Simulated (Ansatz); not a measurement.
# CH₉B₂NSi: small, medium and large basis sets

How large a basis does CH₉B₂NSi need? Two functionals are run in growing sets.

Computed with Ansatz 0.2.0, Gaussian basis. Level: one geometry, several basis sets.

Plan: PBE0-D4/def2-SVP; ωB97M-V/def2-SVP; PBE0-D4/def2-QZVPP; ωB97M-V/def2-QZVPP; the functionals' def2-TZVPP values are taken from earlier runs.

## Step 1: Structure used throughout

The geometry comes from an earlier relaxation with PBE0-D4 in a triple-zeta def2 set; it is a stationary point, not always the lowest conformer.

SMILES `BN(B)[SiH2]C`, 14 atoms, charge 0, spin multiplicity 1.

Atoms are counted from 1 here; the program's logs count them from 0.

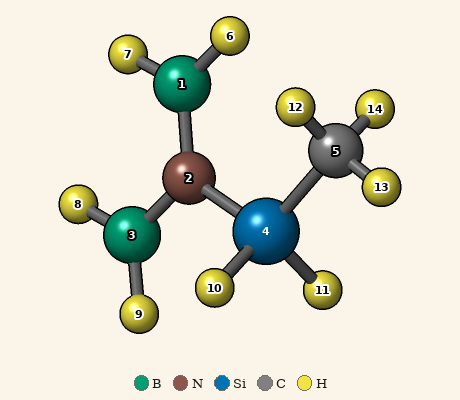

The structure; boron teal, nitrogen brown, silicon blue, carbon grey, hydrogen yellow; atoms are numbered from 1 in the order of the file.

As a file:

```mol
CH9B2NSi
  3D, bonds by distance, orders not assigned

 14 13  0  0  0  0  0  0  0  0999 V2000
   -1.0201    0.0732    1.4358 B   0  0
   -0.1082   -0.6573    0.6229 N   0  0
    0.2847   -1.9775    0.9948 B   0  0
    0.6031   -0.0291   -0.8777 Si  0  0
    0.0384    1.7014   -1.2537 C   0  0
   -1.3538    1.1807    1.1257 H   0  0
   -1.4459   -0.4363    2.4300 H   0  0
   -0.1502   -2.4715    1.9919 H   0  0
    1.0532   -2.5760    0.2928 H   0  0
    2.0809   -0.0712   -0.7264 H   0  0
    0.2198   -0.9513   -1.9785 H   0  0
    0.3193    2.3981   -0.4613 H   0  0
    0.5101    2.0344   -2.1824 H   0  0
   -1.0442    1.7532   -1.3851 H   0  0
  1  2  8  0
  2  3  8  0
  2  4  8  0
  4  5  8  0
  1  6  8  0
  1  7  8  0
  3  8  8  0
  3  9  8  0
  4 10  8  0
  4 11  8  0
  5 12  8  0
  5 13  8  0
  5 14  8  0
M  END
```

## Step 2: PBE0-D4 in def2-SVP

in.yaml

```yaml
crystal:
  periodic: [false, false, false]
  atoms:
    - {symbol: B, position_ang: [-1.020117, 0.073209, 1.435795]}
    - {symbol: N, position_ang: [-0.108250, -0.657329, 0.622924]}
    - {symbol: B, position_ang: [0.284698, -1.977548, 0.994775]}
    - {symbol: Si, position_ang: [0.603096, -0.029069, -0.877744]}
    - {symbol: C, position_ang: [0.038393, 1.701353, -1.253664]}
    - {symbol: H, position_ang: [-1.353758, 1.180740, 1.125701]}
    - {symbol: H, position_ang: [-1.445946, -0.436299, 2.430018]}
    - {symbol: H, position_ang: [-0.150203, -2.471498, 1.991889]}
    - {symbol: H, position_ang: [1.053187, -2.576043, 0.292781]}
    - {symbol: H, position_ang: [2.080929, -0.071215, -0.726409]}
    - {symbol: H, position_ang: [0.219766, -0.951252, -1.978506]}
    - {symbol: H, position_ang: [0.319266, 2.398109, -0.461346]}
    - {symbol: H, position_ang: [0.510141, 2.034405, -2.182351]}
    - {symbol: H, position_ang: [-1.044204, 1.753237, -1.385062]}
basis:
  gaussian: {orbitals: def2-SVP}
hamiltonian: {xc: pbe0, dispersion: d4}
output: {orbitals: {seedname: orbitals}}
```

Command:

```bash
$ ansatz run in.yaml --threads 4 --pin off --events-out ev --progress --plain --max-ram 10444MiB
```

The runs that follow: ωB97M-V in def2-SVP; PBE0-D4 in def2-QZVPP; ωB97M-V in def2-QZVPP.

Q: Predict the results of all the runs planned. Wanted: PBE0-D4: double and triple zeta above quadruple; ωB97M-V: double and triple zeta above quadruple.

As calculated:

```
                                       quantity          value
PBE0-D4: double and triple zeta above quadruple  7.79, 0.52 eV
ωB97M-V: double and triple zeta above quadruple  8.06, 0.49 eV
```

PBE0-D4 gains 7.26 eV from double to triple zeta, then 0.52 eV more. These are total energies; as a rule much of such shifts cancels in differences, which this series doesn't test.
